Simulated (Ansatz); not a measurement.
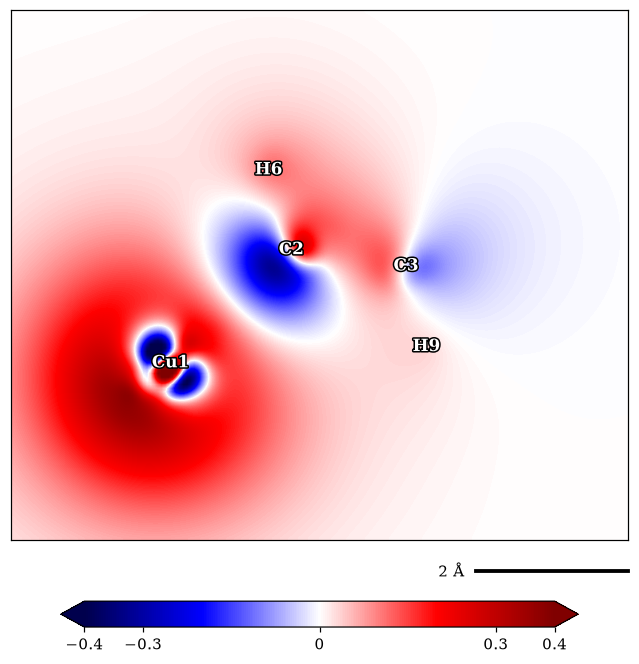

The picture shows: C$_{2}$H$_{6}$Cu (charge +1). The LUMO on the plane of atoms Cu1, C2 and C3 (values in Å⁻³ᐟ²; the overall sign is arbitrary).

Geometry: PBE0-D4/def2-TZVP.

Level of theory: Ansatz, RKS PBE0-D4/def2-TZVPPD.

The calculation's input:

```
crystal:
  periodic: [false, false, false]
  atoms:
    - {symbol: Cu, position_ang: [-0.530324, -0.362941, -2.334284]}
    - {symbol: C, position_ang: [0.202743, -0.424968, -0.288709]}
    - {symbol: C, position_ang: [-0.087198, 0.532931, 0.857267]}
    - {symbol: H, position_ang: [-0.757959, -0.939184, -0.576873]}
    - {symbol: H, position_ang: [0.765875, 0.133961, -1.088955]}
    - {symbol: H, position_ang: [0.869794, -1.247007, -0.025716]}
    - {symbol: H, position_ang: [0.843417, 0.972076, 1.216716]}
    - {symbol: H, position_ang: [-0.552548, -0.006523, 1.682222]}
    - {symbol: H, position_ang: [-0.753798, 1.341653, 0.558134]}
basis:
  gaussian: {orbitals: "def2-TZVPPD.json"}
total_charge: 1
hamiltonian: {xc: pbe0, dispersion: d4}
output: {orbitals: {seedname: orbitals}}
```

Command:

```sh
ansatz run in.yaml --threads 4 --pin off --events-out ev --progress --plain --max-ram 9574MiB
```

### What is the character of this orbital?

It lies mainly on Cu1 (about 90 %). Its energy is −8.22 eV.
